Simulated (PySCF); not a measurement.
Consider SnH (doublet).

```xyz
2

Sn    0.0000    0.0000   -0.0148
H     0.0000    0.0000    1.7652
```

Core potentials replace the inner electrons of Sn.

The calculation used PBE0/def2-TZVPPD, non-relativistic Hamiltonian with scalar-relativistic core potentials where named, at a bond length of 1.780 Å (PySCF).

Q: What can the converged electron density, electron localisation function and spin density tell about the bonding?

A: Sn–H (1.78 Å): ρ at the midpoint is about 0.98 e/Å³; the ELF climbs to about 1 towards the hydrogen.
The unpaired spin (1 electron) lies mostly on Sn1 (about 1.0), in electrons by Hirshfeld's partition.

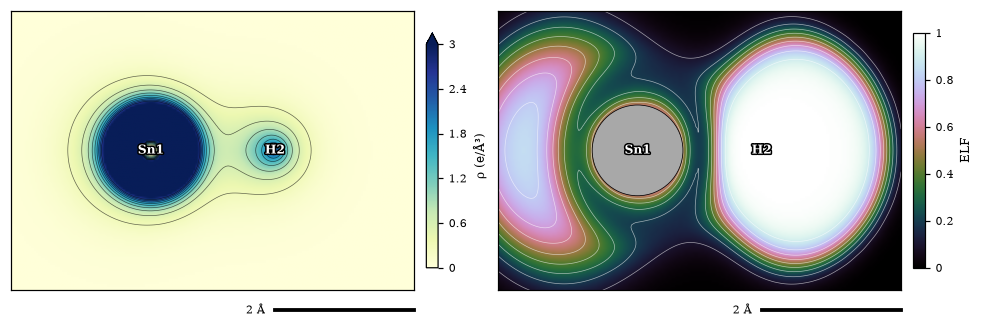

Computed electron density and electron localisation function on a plane that holds the molecular axis, in this order. Grey discs cover the atomic cores in the ELF map. 
